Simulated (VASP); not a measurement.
Band structure of ZrO2 (fluorite). Computed with r2SCAN+rVV10, VASP's PBE PAW potentials (set 64) (plane waves; VASP).

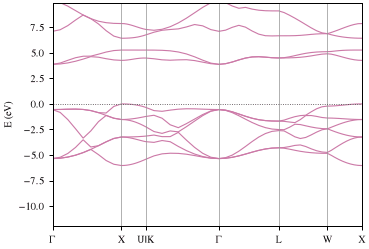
Fig. 1. Bands along high-symmetry lines, zero at the valence-band maximum or, without a gap, the Fermi level

Q: Read the plot: is there a gap, and where are the band edges?

A: The gap is indirect, 3.87 eV, from the valence maximum at X to the conduction minimum at Γ.

The compound is ZrO2 in the fluorite structure, the high-temperature cubic form, which is unstable at 0 K; the monoclinic form is the stable one. It was relaxed first.
